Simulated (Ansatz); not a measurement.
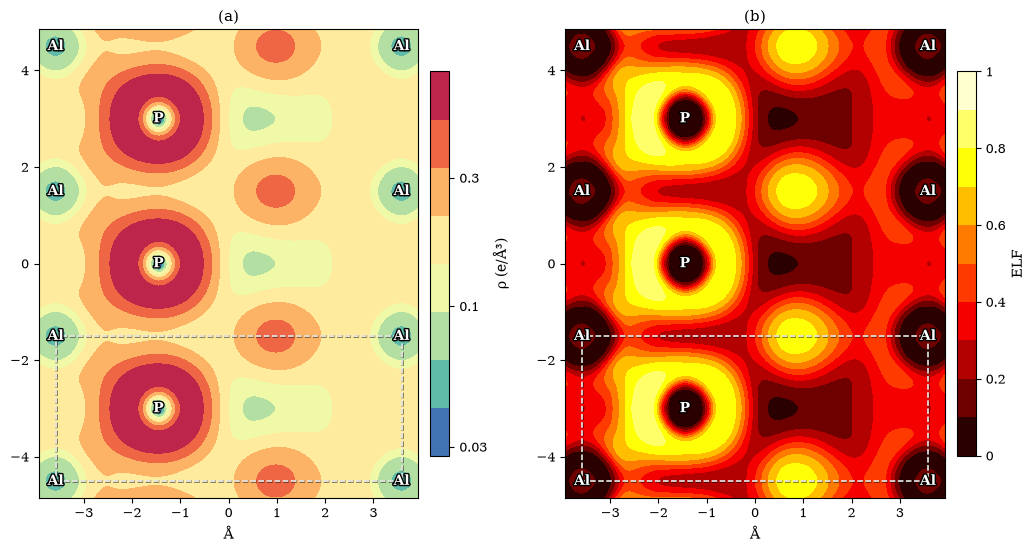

Figure. Al$_{2}$P$_{3}$. (a) valence charge density (pseudo); (b) electron localisation function on the (100) plane of the conventional cell.

Space group P4/mbm; a structure generated by program, which may or may not match a known phase.

Theory: DFT PBE, scalar-relativistic, plane waves, PAW in Ansatz.

The density is the valence pseudo-density of a PAW calculation; it isn't the true density close to the nuclei.

Input file:

```
crystal:
  lattice:
    - [7.202959272, 0.0, 0.0]
    - [0.0, 7.202959272, 0.0]
    - [0.0, 0.0, 2.9590540959]
  atoms:
    - { symbol: Al, position: [0.8467856703, 0.3467856703, 0.0] }
    - { symbol: Al, position: [0.6532143297, 0.8467856703, 0.0] }
    - { symbol: Al, position: [0.1532143297, 0.6532143297, 0.0] }
    - { symbol: Al, position: [0.3467856703, 0.1532143297, 0.0] }
    - { symbol: P, position: [0.5, 0.5, 0.0] }
    - { symbol: P, position: [0.0, 0.0, 0.0] }
    - { symbol: P, position: [0.6455779572, 0.1455779572, 0.5] }
    - { symbol: P, position: [0.8544220428, 0.6455779572, 0.5] }
    - { symbol: P, position: [0.3544220428, 0.8544220428, 0.5] }
    - { symbol: P, position: [0.1455779572, 0.3544220428, 0.5] }
basis:
  ecutwfc: 420
kpoints:
  mp_grid: { grid: [6, 6, 12] }
hamiltonian:
  xc: pbe
scf:
  occupations: { method: gaussian, width: 0.1 }
output:
  forces: true
  stress: true
  eigenvalues: true
  write_density: true
  write_potential: true
  elf: true
  volumetric_format: npy
relax:
  adjacent_minimum: "off"
  f_tol: 0.01
  max_steps: 80
  cell: { stress_tol: 0.05 }
```

Command:

```sh
ansatz run input.yaml --threads 1 --pin off --max-ram 2560MiB --backend cpu --events-out ev --progress --plain --runs-dir out
```

Below, planes, directions and counts refer to the conventional cell (a = 7.16 Å, b = 7.16 Å, c = 3.00 Å, α = 90.00°, β = 90.00°, γ = 90.00°).

The fields are those of the run's last geometry, not of the input's.

Interpret the plot.

Atoms in the plane: Al and P. Al–P (2.61 Å): ρ is about 0.32 e/Å³ halfway; the ELF peaks at about 0.85 in the valence shell of P, 0.8 Å from its nucleus, and is about 0.75 at the midpoint. Between the atoms the lowest density in this plane is 0.09 e/Å³.
